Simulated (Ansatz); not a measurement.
**BBrF2 (SMILES FB(F)Br): MP2/aug-cc-pVDZ**

Aim: the electronic atomisation energy of BBrF2 at MP2/aug-cc-pVDZ, from 4 runs. 

The calculation is run with Ansatz 0.2.0.

45 further runs of the same task are left out: 3 that didn't finish, 42 set aside as unsound or not needed.

### 1 The structure to begin with

The species is BBrF2 (4 atoms), meant as a singlet with charge 0. As SMILES, `FB(F)Br`. The coordinates come from a PBE0-D4/def2-TZVP relaxation.

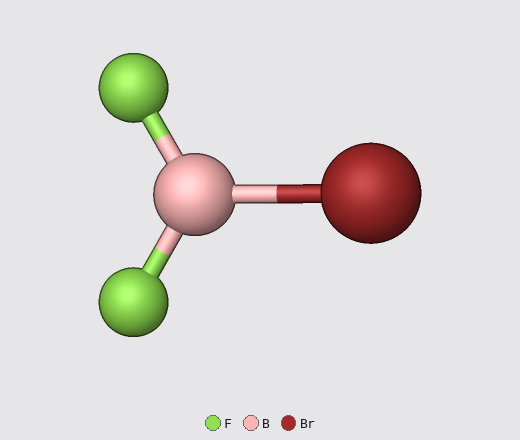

Viewed from a chosen angle; fluorine green, boron pink, bromine red.

### 2 The energy at MP2/aug-cc-pVDZ

File input.yaml:

```yaml
crystal:
  periodic: [false, false, false]
  atoms:
    - symbol: F
      position_ang: [-0.215650, -1.366490, -0.109870]
    - symbol: B
      position_ang: [-0.127940, -0.063330, -0.022770]
    - symbol: F
      position_ang: [-1.212420, 0.659630, -0.144250]
    - symbol: Br
      position_ang: [1.556010, 0.770190, 0.276890]
basis:
  gaussian:
    orbitals: aug-cc-pVDZ
correlation:
  method: mp2
  frozen_orbitals: {B: 1, Br: 9, F: 1}
accuracy: high
```

Run with:

```bash
ansatz run input.yaml --threads 1 --pin off --max-ram 3480MiB --events-out events.jsonl --progress --plain --runs-dir runs
```

Log:

```text
Warning: RAYON_NUM_THREADS=1 ignored (pool sized by the plan → 1); use --threads N
Functional definition: HF
  name "HF"
  exchange = exact_x
  correlation = 0
2019 factors; integrals over basis functions are off by at most 4.3e-9 eV
mean field evaluation 1: about -76084.2748 eV, gradient 3.3e1 eV
mean field evaluation 2: about -76084.5242 eV, gradient 3.4e1 eV
mean field evaluation 4: about -76086.5899 eV, gradient 2.0e0 eV
mean field evaluation 8: about -76086.6232 eV, gradient 1.2e-1 eV
mean field evaluation 16: about -76086.6233 eV, gradient 6.9e-8 eV
mean field -76086.62332722 eV, -2796.1318339096 hartree, gradient 6.9e-8 eV, S^2 0.000000; 0 other end points of the search recorded, 0 dependent functions left out
12 core orbitals not correlated: weight in the atoms' cores, before any rotation towards them, 1.000 or more for the frozen orbitals, at most 0.000 for the correlated occupied ones
reference -76086.62332722 eV, -2796.1318339096 hartree; 17, 17 occupied and 76, 76 virtual orbitals, 2019 factors
second order -16.91474793 eV of doubles, -0.00000000 eV of singles
Total energy: -76103.53807514 eV, -2796.7534394307 hartree
```

Wall time 5.7 s (1 thread of Arm Neoverse V1, shared host); peak memory 0.33 GiB.

### 3 The B atom, same level

File in.yaml:

```yaml
crystal:
  periodic: [false, false, false]
  atoms:
    - {symbol: B, position_ang: [0.000000, 0.000000, 0.000000]}
basis:
  gaussian:
    orbitals: aug-cc-pVDZ
magnetization:
  spin_polarized: true
  initial_magnetization: 1
accuracy: high
correlation:
  method: mp2
  frozen_orbitals: {B: 1}
```

Run the same way, it converges to -24.56764 Eh (log not shown).

### 4 The Br atom, same level

File in.yaml:

```yaml
crystal:
  periodic: [false, false, false]
  atoms:
    - {symbol: Br, position_ang: [0.000000, 0.000000, 0.000000]}
basis:
  gaussian:
    orbitals: aug-cc-pVDZ
correlation:
  method: mp2
  frozen_orbitals: {Br: 9}
accuracy: high
magnetization:
  spin_polarized: true
  initial_magnetization: 1
```

Run the same way, it converges to -2572.48432 Eh (log not shown).

### 5 The F atom

File input.yaml:

```yaml
crystal:
  periodic: [false, false, false]
  atoms:
    - {symbol: F, position_ang: [0.000000, 0.000000, 0.000000]}
basis:
  gaussian:
    orbitals: aug-cc-pVDZ
magnetization:
  spin_polarized: true
  initial_magnetization: 1
correlation:
  method: mp2
  frozen_orbitals: {F: 1}
accuracy: high
```

Run the same way, it converges to -99.53570 Eh (log not shown).

### 6 What came out

Level: MP2/aug-cc-pVDZ, 12 core orbitals frozen.

| quantity | value |
| --- | --- |
| molecule: total energy | -2796.75344 Eh |
| molecule: correlation energy (12 core orbitals frozen) | -621.6 mEh |
| B atom: total energy | -24.56764 Eh |
| B atom: correlation energy (1 core orbital frozen) | -37.1 mEh |
| B atom: ⟨S²⟩ of the reference determinant | 0.761 |
| Br atom: total energy | -2572.48432 Eh |
| Br atom: correlation energy (9 core orbitals frozen) | -113.5 mEh |
| Br atom: ⟨S²⟩ of the reference determinant | 0.756 |
| F atom: total energy | -99.53570 Eh |
| F atom: correlation energy (1 core orbital frozen) | -154.6 mEh |
| F atom: ⟨S²⟩ of the reference determinant | 0.754 |
| electronic atomisation energy | 17.145 eV |

**Reading.** Taking the molecule apart into free atoms costs 17.15 eV (395 kcal/mol), before zero-point energy and without spin-orbit coupling.
